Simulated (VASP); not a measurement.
Band structure of CdTe (relaxed from the layer:h-BN structure). All values below come from r2SCAN meta-GGA, VASP's PBE PAW potentials (set 64) (plane waves; VASP).

The cell holds a wide vacuum, so values per volume refer to the whole cell. Unless said otherwise, spin-orbit coupling is left out, though it shifts the bands of the heavy elements here.

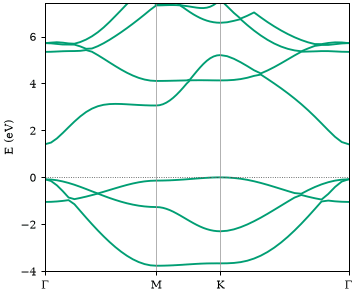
*Bands along high-symmetry lines, zero at the valence-band maximum or, without a gap, the Fermi level*

Q: Read the plot: is there a gap, and where are the band edges?

A: The gap is indirect, 1.41 eV, from the valence maximum at K to the conduction minimum at Γ.

The cell is a sheet with vacuum, built from a generated structure.
